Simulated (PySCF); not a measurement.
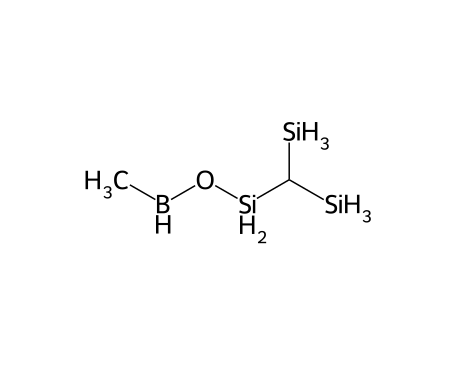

Computed geometry: GFN2-xTB optimisation. No frequency run is at hand to confirm it as a minimum. Method: PBE0/pcSseg-1, gas phase (PySCF 2.14.0).

Question: What is the HOMO energy (Kohn–Sham orbital)?

Answer: −7.93 eV.

Question: What is the dipole moment?

Answer: 1.32 D.

Question: Estimate the LUMO energy (Kohn–Sham orbital).

Answer: −0.01 eV.

The geometry is semi-empirical. Around B, Si such bond lengths and angles can be off by a tenth of an ångström or more and by several degrees, and values that hang on the shape move with them.
